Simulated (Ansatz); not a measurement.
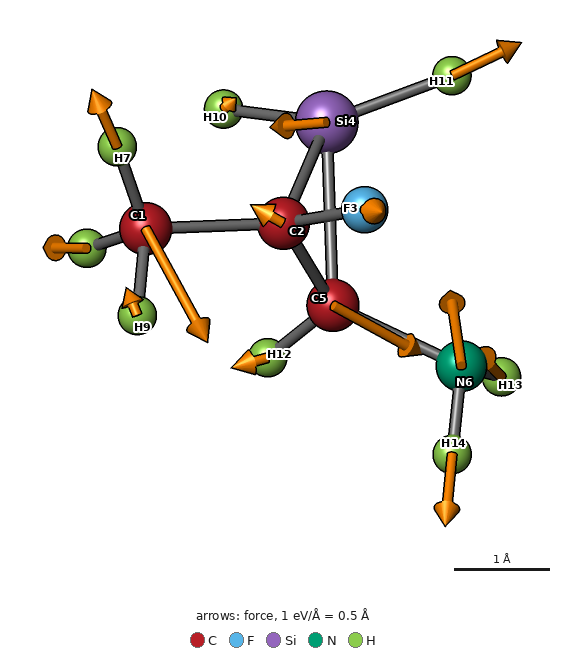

Starting geometry of C$_{3}$H$_{8}$FNSi with the computed forces as orange arrows. The picture is a ball-and-stick view, seen at a tilt.

The run prepares an end point of a later path (torsion) calculation, from a guessed geometry.

These are results of RKS PBE/6-31G (Ansatz), not measurements. (no spin polarisation; force threshold 0.015 eV/Å; at most 40 steps)

**Is this structure relaxed? If not, where do the atoms go?**

It isn't relaxed: the largest force vector, on a C atom, is 3.10 eV/Å. The final displacements have little in common with the starting forces (cosine between the two patterns −0.04). The energy falls by 79.7 kJ/mol in 19 accepted moves (20 points after the start). Largest force component: 2.3 eV/Å at the start, 0.0084 eV/Å at the end. The line search rejected the trial step at point 12 of the run. The largest move after the best rigid fit is that of an H atom, 1.16 Å. Largest moves by element: H 1.16 Å, N 0.36 Å, Si 0.29 Å, F 0.25 Å, C 0.25 Å. Among the contacts that change: H–Si 1.418 → 1.506 Å, C–N 1.500 → 1.413 Å, C–Si 1.972 → 2.039 Å, C–Si 1.891 → 1.953 Å. Bond angles that change, for instance: C–Si–H 105.1° → 126.7°, H–N–H 104.4° → 116.2°, C–Si–H 121.3° → 111.6°.
